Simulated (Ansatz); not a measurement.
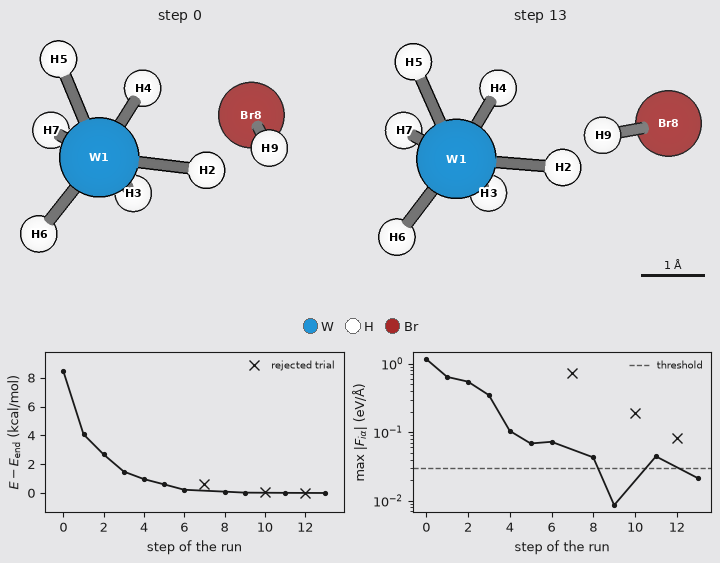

First and last geometry of a relaxation of WH7Br, with the history of the run. The picture is a ball-and-stick view, seen at a tilt.

The run prepares an end point of a later path (reaction) calculation, from a guessed geometry.

Computed with RKS r2SCAN/def2-SVP (Ansatz).

The input:
```yaml
crystal:
  periodic: [false, false, false]
  atoms:
    - { symbol: W, position_ang: [-0.538231, -0.536533, 0.309893] }
    - { symbol: H, position_ang: [0.015181, -0.02377, 1.853706] }
    - { symbol: H, position_ang: [1.060974, -0.181001, 0.247429] }
    - { symbol: H, position_ang: [-0.157344, 1.054032, 0.23015] }
    - { symbol: H, position_ang: [-1.625794, 0.439228, -0.545894] }
    - { symbol: H, position_ang: [0.391403, -1.63554, -0.579414] }
    - { symbol: H, position_ang: [0.108353, 0.07776, -1.07308] }
    - { symbol: Br, position_ang: [2.02286, 2.188637, 0.982882] }
    - { symbol: H, position_ang: [1.305098, 1.307387, 1.958326] }
basis:
  gaussian: { orbitals: def2-SVP }
hamiltonian:
  xc: r2scan
relax:
  f_tol: 0.03
  max_steps: 50
output:
  orbitals: {}
```

Launched with:
```bash
ansatz run input.yaml --threads 2 --pin off --max-ram 3072MiB --backend cpu --events-out ev --progress --plain --runs-dir out
```

Question: Did the run converge, and what did it change?

Answer: It converged. The energy falls by 8.46 kcal/mol in 10 accepted moves (13 points after the start). Largest force component: 1.2 eV/Å at the start, 0.021 eV/Å at the end. The line search rejected the trial steps at points 7, 10, 12 of the run. The forces were under the threshold at step 9, but the run went on from there. Br8 moves most after the best rigid fit: 0.92 Å. By element the largest moves are Br 0.92 Å, H 0.65 Å, W 0.09 Å. Near-neighbour distances that change, for instance: Br8–H9 1.498 → 1.435 Å, W1–H2 1.718 → 1.697 Å, W1–H3 1.639 → 1.650 Å. Bond angles that change, for instance: H2–W1–H4 71.3° → 68.0°. The run took 32 s on 2 threads of Intel(R) Xeon(R) Platinum 8488C (Sapphire Rapids), with other jobs on the host, peak memory 0.18 GiB.
